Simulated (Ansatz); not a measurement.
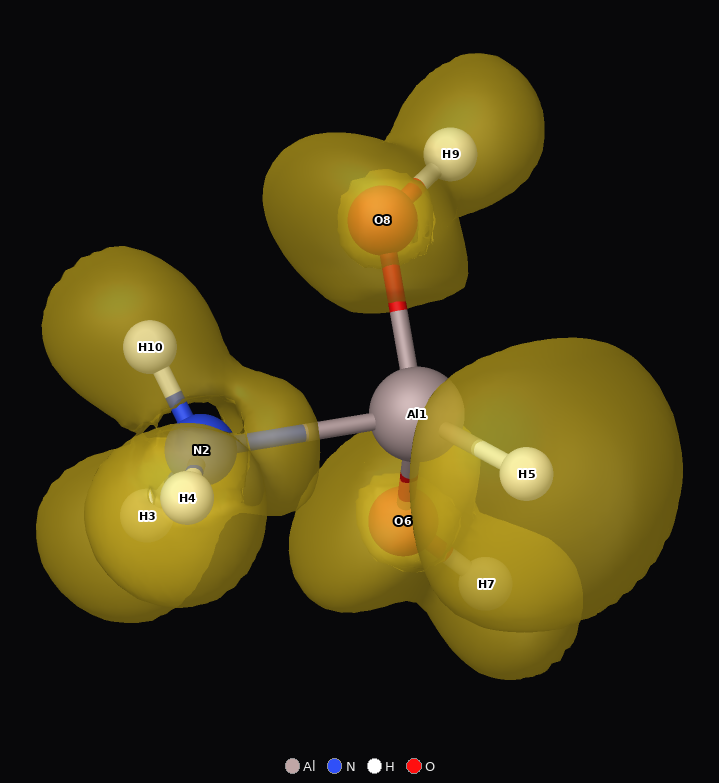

Figure 1: AlH6NO2. Isosurface of the electron localisation function at 0.75 (yellow), seen at a tilt. Only the valence region is drawn (cores and ρ < 0.01 e/Å³ removed).

Method: RKS B3LYP/cc-pVDZ (Ansatz).

The calculation's input:

```
crystal:
  periodic: [false, false, false]
  atoms:
    - { symbol: Al, position_ang: [-0.211013, 0.453076, -0.472071] }
    - { symbol: "N", position_ang: [0.044815, 0.088264, 2.598471] }
    - { symbol: H, position_ang: [-0.744724, -0.125632, 3.213891] }
    - { symbol: H, position_ang: [0.88764, 0.058709, 3.180431] }
    - { symbol: H, position_ang: [1.188497, -0.14984, -0.880476] }
    - { symbol: O, position_ang: [-1.753913, -0.194906, -0.924652] }
    - { symbol: H, position_ang: [-1.853887, -1.103821, -1.235879] }
    - { symbol: O, position_ang: [-0.249739, 2.037703, 0.306414] }
    - { symbol: H, position_ang: [-1.104034, 2.488787, 0.347922] }
    - { symbol: H, position_ang: [-0.071543, 1.07746, 2.294348] }
basis:
  gaussian: { orbitals: cc-pVDZ }
hamiltonian:
  xc: b3lyp
relax:
  f_tol: 0.03
  max_steps: 50
output:
  orbitals: {}
```

Launched as:

```sh
ansatz run input.yaml --threads 2 --pin off --max-ram 3072MiB --backend cpu --events-out ev --progress --plain --runs-dir out
```

The fields are those of the run's last geometry, not of the input's.

Identify the bonds, lone pairs and shells in this picture.

The ELF exceeds this value in one region around a hydrogen nucleus, one joined region spread over several atoms (H, N), in which their bonds and any lone pairs are merged and two joined regions spread over several atoms (H, O), in which their bonds and any lone pairs are merged. Along the contacts the grid gives the following. Al–O (1.76 Å): the ELF peaks at about 0.85 in the valence shell of O, 0.6 Å from its nucleus, and is about 0.35 at the midpoint. Al–N (2.06 Å): the ELF peaks at about 0.95 in the valence shell of N, 0.8 Å from its nucleus, and is about 0.70 at the midpoint.
